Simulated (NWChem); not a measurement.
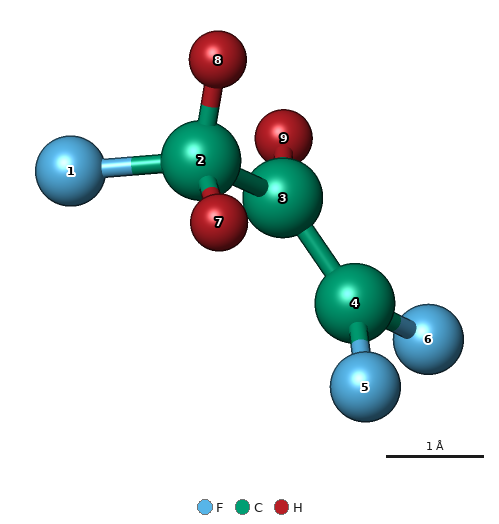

*The input geometry (ball-and-stick view, seen at a tilt; atoms are numbered from 1 in the order of the input).*

Bond lengths as drawn: C–C 1.32 to 1.48 Å, C–F 1.31 to 1.39 Å and C–H 1.08 to 1.09 Å.

Run report: C$_{3}$H$_{3}$F$_{3}$, energy and gradient calculation (part 1 of 2)

C$_{3}$H$_{3}$F$_{3}$, computed with HF/STO-3G, RHF (NWChem 7.3.0).

The geometry comes from this level: PBE0-D4/def2-TZVP.

**Input file**
```
START c3h3f3
memory 2200 mb
charge 0

GEOMETRY noautosym nocenter noautoz
 F     -0.358300    -2.020900    -0.611200
 C      0.505400    -0.954000    -0.400200
 C     -0.088900     0.010600     0.554900
 C     -0.480400     1.220700     0.203800
 F     -0.387500     1.733200    -1.000400
 F     -1.009200     2.099000     1.020000
 H      0.705000    -0.487800    -1.366900
 H      1.435700    -1.372200    -0.005400
 H     -0.233300    -0.274900     1.588400
END

BASIS spherical bse
 * library STO-3G
END

SCF
 thresh 1e-08
 maxiter 80
END

TASK scf gradient
```

Machine: 1 thread of Intel Xeon (Granite Rapids), 16 GiB of memory available, shared host.

Run as:
```bash
nwchem c3h3f3.nw > c3h3f3.out
```

**The program's output**
```
Northwest Computational Chemistry Package (NWChem) 7.3.0
             --------------------------------------------------------

           Job information
           ---------------

    nwchem branch   = 7.3.0
    use scalapack   = T
    input           = c3h3f3.nw
    prefix          = c3h3f3.
    data base       = ./c3h3f3.db
    status          = startup
    nproc           =        1

           Memory information
           ------------------

    heap     =     72089594 doubles =      550.0 Mbytes
    stack    =     72089599 doubles =      550.0 Mbytes
    global   =    144179200 doubles =     1100.0 Mbytes (distinct from heap & stack)
    total    =    288358393 doubles =     2200.0 Mbytes
    verify   = yes
    hardfail = no

           Directory information
           ---------------------

  0 permanent = .
  0 scratch   = .

                                NWChem Input Module
                                -------------------

 Scaling coordinates for geometry "geometry" by  1.889725989
 (inverse scale =  0.529177249)

                             Geometry "geometry" -> ""
                             -------------------------

 Output coordinates in angstroms (scale by  1.889725989 to convert to a.u.)

  No.       Tag          Charge          X              Y              Z
 ---- ---------------- ---------- -------------- -------------- --------------
    1 F                    9.0000    -0.35830000    -2.02090000    -0.61120000
    2 C                    6.0000     0.50540000    -0.95400000    -0.40020000
    3 C                    6.0000    -0.08890000     0.01060000     0.55490000
    4 C                    6.0000    -0.48040000     1.22070000     0.20380000
    5 F                    9.0000    -0.38750000     1.73320000    -1.00040000
    6 F                    9.0000    -1.00920000     2.09900000     1.02000000
    7 H                    1.0000     0.70500000    -0.48780000    -1.36690000
    8 H                    1.0000     1.43570000    -1.37220000    -0.00540000
    9 H                    1.0000    -0.23330000    -0.27490000     1.58840000

      Atomic Mass
      -----------

      F                 18.998400
      C                 12.000000
      H                  1.007825

 Effective nuclear repulsion energy (a.u.)     235.6571276717

            Nuclear Dipole moment (a.u.)
            ----------------------------
        X                 Y               Z
 ---------------- ---------------- ----------------
   -26.9682795830    29.9154962348    -5.5884866660

            XYZ format geometry
            -------------------
     9
 geometry
 F                    -0.35830000    -2.02090000    -0.61120000
 C                     0.50540000    -0.95400000    -0.40020000
 C                    -0.08890000     0.01060000     0.55490000
 C                    -0.48040000     1.22070000     0.20380000
 F                    -0.38750000     1.73320000    -1.00040000
 F                    -1.00920000     2.09900000     1.02000000
 H                     0.70500000    -0.48780000    -1.36690000
 H                     1.43570000    -1.37220000    -0.00540000
 H                    -0.23330000    -0.27490000     1.58840000

 ==============================================================================
                                internuclear distances
 ------------------------------------------------------------------------------
       center one      |      center two      | atomic units |  angstroms
 ------------------------------------------------------------------------------
    2 C                |   1 F                |     2.62446  |     1.38880
    3 C                |   2 C                |     2.80028  |     1.48184
    4 C                |   3 C                |     2.49335  |     1.31943
    5 F                |   4 C                |     2.47935  |     1.31202
    6 F                |   4 C                |     2.47635  |     1.31043
    7 H                |   2 C                |     2.06291  |     1.09165
    8 H                |   2 C                |     2.06683  |     1.09372
    9 H                |   3 C                |     2.04447  |     1.08189
 ------------------------------------------------------------------------------
                         number of included internuclear distances:          8
 ==============================================================================

 ==============================================================================
                                 internuclear angles
 ------------------------------------------------------------------------------
        center 1       |       center 2       |       center 3       |  degrees
 ------------------------------------------------------------------------------
    1 F                |   2 C                |   3 C                |   110.40
    1 F                |   2 C                |   7 H                |   107.89
    1 F                |   2 C                |   8 H                |   106.86
    3 C                |   2 C                |   7 H                |   111.48
    3 C                |   2 C                |   8 H                |   110.94
    7 H                |   2 C                |   8 H                |   109.11
    2 C                |   3 C                |   4 C                |   122.99
    2 C                |   3 C                |   9 H                |   119.83
    4 C                |   3 C                |   9 H                |   117.17
    3 C                |   4 C                |   5 F                |   125.55
    3 C                |   4 C                |   6 F                |   124.66
    5 F                |   4 C                |   6 F                |   109.78
 ------------------------------------------------------------------------------
                            number of included internuclear angles:         12
 ==============================================================================

 Summary of "ao basis" -> "" (spherical)
 ------------------------------------------------------------------------------
       Tag                 Description            Shells   Functions and Types
 ---------------- ------------------------------  ------  ---------------------
 *                           STO-3G                   on all atoms

                      Basis "ao basis" -> "ao basis" (spherical)
                      -----
  [basis functions not shown]

 Summary of "ao basis" -> "ao basis" (spherical)
 ------------------------------------------------------------------------------
       Tag                 Description            Shells   Functions and Types
 ---------------- ------------------------------  ------  ---------------------
 F                           STO-3G                  3        5   2s1p
 C                           STO-3G                  3        5   2s1p
 H                           STO-3G                  1        1   1s

                                 NWChem SCF Module
                                 -----------------

  ao basis        = "ao basis"
  functions       =    33
  atoms           =     9
  closed shells   =    24
  open shells     =     0
  charge          =   0.00
  wavefunction    = RHF
  input vectors   = atomic
  output vectors  = ./c3h3f3.movecs
  use symmetry    = F
  symmetry adapt  = F

 Summary of "ao basis" -> "ao basis" (spherical)
 ------------------------------------------------------------------------------
       Tag                 Description            Shells   Functions and Types
 ---------------- ------------------------------  ------  ---------------------
 F                           STO-3G                  3        5   2s1p
 C                           STO-3G                  3        5   2s1p
 H                           STO-3G                  1        1   1s

 Forming initial guess at       0.0s

      Superposition of Atomic Density Guess
      -------------------------------------

 Sum of atomic energies:        -406.93879929

      Non-variational initial energy
      ------------------------------

 Total energy =    -407.853261
 1-e energy   =   -1039.778799
 2-e energy   =     396.268411
 HOMO         =      -0.067087
 LUMO         =       0.313852

 Starting SCF solution at       0.1s

 ----------------------------------------------
         Quadratically convergent ROHF

 Convergence threshold     :          1.000E-08
 Maximum no. of iterations :           80
 Final Fock-matrix accuracy:          1.000E-10
 ----------------------------------------------

              iter       energy          gnorm     gmax       time
             ----- ------------------- --------- --------- --------
                 1     -407.8546455914  1.32D+00  4.02D-01      0.2
                 2     -408.0114575886  4.22D-01  1.56D-01      0.3
                 3     -408.0189845003  2.94D-01  9.37D-02      0.4
                 4     -408.0260603937  8.93D-03  3.41D-03      0.6
                 5     -408.0260704251  3.58D-05  1.95D-05      0.9
                 6     -408.0260704253  7.39D-10  2.44D-10      1.5

       Final RHF  results
       ------------------

         Total SCF energy =   -408.026070425289
      One-electron energy =  -1037.620036287546
      Two-electron energy =    393.936838190556
 Nuclear repulsion energy =    235.657127671701

        Time for solution =      1.4s

             Final eigenvalues
             -----------------

              1
    1  -26.0090
    2  -26.0076
    3  -25.9162
    4  -11.2085
    5  -11.1255
    6  -11.0306
    7   -1.6056
    8   -1.5328
    9   -1.4789
   10   -1.0342
   11   -0.8784
   12   -0.7479
   13   -0.6812
   14   -0.6528
   15   -0.6403
   16   -0.6005
   17   -0.5501
   18   -0.5345
   19   -0.5215
   20   -0.4986
   21   -0.4897
   22   -0.4153
   23   -0.4137
   24   -0.2996
   25    0.2962
   26    0.5426
   27    0.5982
   28    0.6161
   29    0.6559
   30    0.7060
   31    0.7299
   32    0.9168
   33    1.0110

                       ROHF Final Molecular Orbital Analysis
                       -------------------------------------

 Vector    9  Occ=2.000000D+00  E=-1.478904D+00
              MO Center= -2.6D-01, -1.9D+00, -5.9D-01, r^2= 4.4D-01
   Bfn.  Coefficient  Atom+Function         Bfn.  Coefficient  Atom+Function
  ----- ------------  ---------------      ----- ------------  ---------------
     2      0.921697  1 F  s                  1     -0.244535  1 F  s
     7      0.173749  2 C  s

 Vector   10  Occ=2.000000D+00  E=-1.034246D+00
              MO Center= -8.5D-02,  1.9D-01,  2.3D-01, r^2= 1.6D+00
   Bfn.  Coefficient  Atom+Function         Bfn.  Coefficient  Atom+Function
  ----- ------------  ---------------      ----- ------------  ---------------
    12      0.465065  3 C  s                 17      0.326531  4 C  s
     7      0.285193  2 C  s                 19     -0.188537  4 C  py
    11     -0.184128  3 C  s                  2     -0.179859  1 F  s
    22     -0.173641  5 F  s                 27     -0.158620  6 F  s

 Vector   11  Occ=2.000000D+00  E=-8.784367D-01
              MO Center=  2.1D-01, -3.0D-01, -1.4D-01, r^2= 2.8D+00
   Bfn.  Coefficient  Atom+Function         Bfn.  Coefficient  Atom+Function
  ----- ------------  ---------------      ----- ------------  ---------------
     7      0.523361  2 C  s                 17     -0.351889  4 C  s
     2     -0.282502  1 F  s                 27      0.205771  6 F  s
    14     -0.196831  3 C  py                32      0.181537  8 H  s
     6     -0.174785  2 C  s                 31      0.171915  7 H  s
```
